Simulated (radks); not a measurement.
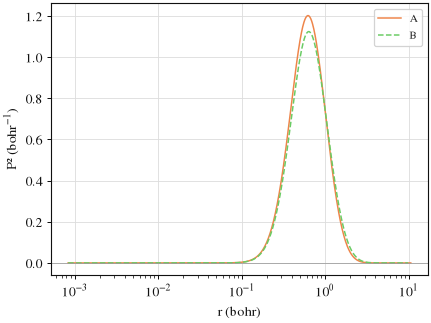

Nd³⁺ (Z = 60, 57 electrons) was computed in two configurations: [Xe] 4f1 6s1 6p1 (high spin); [Xe] 4f2 6s1 (high spin). The calculation used the in-house radial solver radks at this level: scalar-relativistic Kohn-Sham, r2SCAN, spin-polarised, spherical densities, finite nucleus.

The plot shows P² of the 4f up orbital in both runs (large components where relativistic).

### Assign A and B.

A is [Xe] 4f1 6s1 6p1 (high spin) (⟨r⟩ = 0.853 bohr, eigenvalue −52.8 eV); B is [Xe] 4f2 6s1 (high spin) (⟨r⟩ = 0.902 bohr, eigenvalue −41.3 eV). The orbital is smaller where the other electrons screen the nucleus less.
